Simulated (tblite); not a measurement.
# C5H9ClOSi: the cost of one run

Programs: tblite 0.8.0 and PySCF 2.14.0, with density-fitted response routines of our own. Each step states its level of theory. These are calculated values for one molecule in the gas phase, unless marked as measured. Atoms are numbered from 0 throughout.

### 1 The molecule as given

17 atoms, charge 0, multiplicity 1; geometry from: force field or distance geometry start.

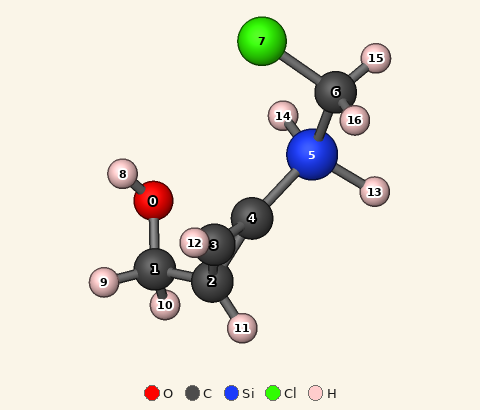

The starting geometry (oxygen red, carbon dark grey, silicon blue, chlorine green, hydrogen pink), atoms numbered.

### 2 Geometry optimisation with GFN2-xTB

Job settings and geometry (Å):

```
{"job": {"kind": "relax", "xc": "GFN2-xTB", "basis": "xTB"}, "charge": 0, "multiplicity": 1}
O     -1.680600    -0.505100     1.355500
C     -2.420300     0.022600     0.290900
C     -1.506500     0.471100    -0.820700
C     -0.621800    -0.489200    -1.502000
C     -0.074200     0.238400    -0.512300
Si     1.353500     0.736800     0.538200
C      2.868700    -0.210100     0.027200
Cl     2.643600    -1.923700     0.486600
H     -1.576200    -1.483300     1.255800
H     -3.152900    -0.734300    -0.020500
H     -3.000300     0.937200     0.593300
H     -1.746200     1.431800    -1.288100
H     -0.554700    -1.266100    -2.257000
H      1.596800     2.174500     0.294100
H      1.118500     0.479200     1.971700
H      3.720000     0.200800     0.614900
H      3.025400    -0.068600    -1.037500
```

Launch:

```sh
OMP_NUM_THREADS=1 python probes_run.py task.json out
```

The driver reads the jobs from task.json and runs them one after another.

Q: Estimate the wall time and peak memory of this first job on 1 thread of Arm Neoverse N1, shared host.

About 1 s, with a peak of 0.18 GiB.
